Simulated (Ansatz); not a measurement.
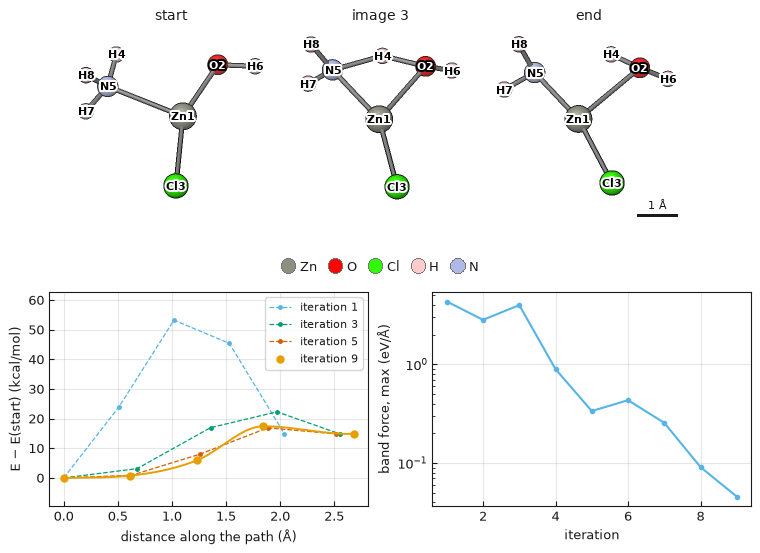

A search for the minimum-energy path of ZnNH₄OCl by the nudged elastic band. Images are numbered from 0 (start) to 4 (end). The plot follows the band through its iterations. The picture is a ball-and-stick view, seen at a tilt.

Theory: RKS r2SCAN-D4/cc-pVDZ (Ansatz 0.2.0). Set-up: 3 movable images; climbing image.

Q: Judge this run.

A: The run is converged, with reservations. The band converged in 9 iterations. The largest component of the band force went from 4.3 to 0.046 eV/Å. The climbing image converged on the top of the path. Its curvatures weren't checked. The largest force component is 0.49 eV/Å at the start and 0.54 eV/Å at the end; an end with forces this large is no minimum, and the barrier measured from it can be far off. The first iteration put the highest image at 53.2 kcal/mol. The highest point, image 3, lies 17.4 kcal/mol above the start and 2.5 kcal/mol above the end; the end is at +14.9 kcal/mol relative to the start.

Cost: 67 s on 8 threads of Arm Neoverse V2, on a shared host.
